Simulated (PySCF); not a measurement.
**KSi: bond curves at several levels of theory**

Aim: find the lowest electronic state of KSi, scan its bond at several levels of theory, and get bond length, wavenumber and dissociation energy from each curve.

Method: K pcseg-1, Si pcseg-1, no relativity; program: PySCF 2.14.0.

## 1. The job

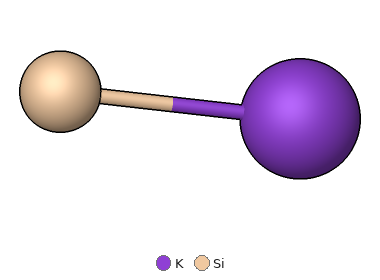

The two atoms at the starting distance (potassium purple, silicon light orange).

Settings of the job:

```
atoms                         : K, Si
charge                        : 0
basis                         : K pcseg-1, Si pcseg-1
Hamiltonian                   : no relativity
basis functions               : 42
electrons treated             : 33
masses in u                   : 38.9637, 27.9769
levels                        : PBE0, PBE, r²SCAN, LDA, M06-2X, B2PLYP, HSE06, HF, MP2, SCS-MP2, CCSD, CCSD(T)
grid                          : 80 radial by 434 angular points
occupations                   : held fixed by the projection of orbital angular momentum
dissociation limit            : K + Si, each in its ground configuration
starting distance in angstrom : 3.060
values of 2S to try           : 1, 3
```

Command:

```bash
> OMP_NUM_THREADS=1 python dia.py task.json out
```

The runs that follow: First curve: PBE0; Higher solutions at PBE0; PBE (GGA); r²SCAN (meta-GGA); LDA (local density); M06-2X (hybrid meta-GGA); B2PLYP (double hybrid); HSE06 (range-separated hybrid); UHF (mean field); Adding correlation.

**Question.** What will these runs give? Wanted: for each run, Re; ωe; De; μ.

**Answer**, as computed:

Lowest PBE0 solution found, without spin–orbit coupling: ⁴Σ⁻ (quartet), unpaired electrons σ ↑, π ↑↑. State 2 has its PBE0 minimum 0.51 eV higher, as a spin-mixed determinant (⟨S²⟩ = 1.76), so this is no gap between pure states. State 3 has its PBE0 minimum 0.52 eV higher, as a spin-mixed determinant (⟨S²⟩ = 1.76), so this is no gap between pure states. State 4 has its PBE0 minimum 0.82 eV higher. The other levels ran on the lowest alone.

```tsv
level	Re (Å)	ωe (cm⁻¹)	De (eV)	μ (D)
UHF	3.156	196.4	1.18	-11.52
UHF-MP2	3.116	202.9	1.38	n/a
UHF-SCS-MP2	3.121	202.0	1.29	n/a
UHF-CCSD	3.120	202.2	1.35	n/a
UHF-CCSD(T)	3.119	202.2	1.37	n/a
LDA	2.982	207.0	1.80	-8.59
PBE	3.050	195.7	1.63	-8.98
r²SCAN	3.059	203.1	1.80	-10.09
PBE0	3.046	202.3	1.63	-9.81
HSE06	3.047	201.5	1.62	-9.71
M06-2X	3.036	212.7	1.58	-10.04
B2PLYP	3.082	199.1	1.34	-10.28
```

De is counted to K + Si in their ground configurations. A positive dipole means K(−)Si(+).

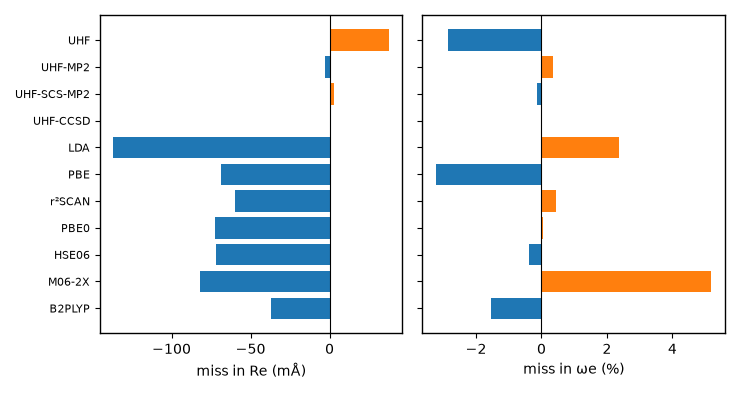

How far each level lies from CCSD(T) in the same basis.

**Reading.** Against CCSD(T) in the same basis, the bond length is nearest at UHF-CCSD (+1 mÅ) and farthest at LDA (-137 mÅ); the wavenumber is nearest at UHF-CCSD and PBE0 (0.0 %) and farthest at M06-2X (+5.2 %). CCSD(T) in a basis this small is itself some way from its limit, more so than the functionals. Of the levels with a De here, UHF gives the least (1.18 eV) and r²SCAN the most (1.80 eV).

Correlated steps freeze 10 core orbitals. B2PLYP dipoles, levels and charges come from its SCF part alone.
